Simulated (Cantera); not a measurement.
A closed system holds: 1 mol Si, 0.65 mol Cl₂, a varied amount of H₂, equilibrated at 798 K and 190000 Pa.

Method: chemical equilibrium by Gibbs-energy minimisation in Cantera with the NASA 1993 tables (ideal gas, pure condensed phases). Candidate condensed phases: Si; 19 gas species. The tables' values for SiCl₃ are old estimates; treat these amounts as uncertain. The numbers say what is thermodynamically allowed, not how fast it happens.

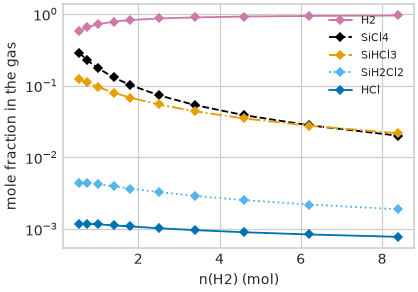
*Equilibrium gas composition (values under 1e-9 drawn at 1e-9)*

From 0.55 mol H₂ to 8.4 mol H₂ the condensed part is Si(s). The main Si-bearing gas is SiCl₄ at 0.55 mol H₂ and SiHCl₃ at 8.4 mol H₂. The share of Si in condensed phases is highest at 0.55 mol H₂ (64.7 %) and lowest at 8.4 mol H₂ (62.1 %).
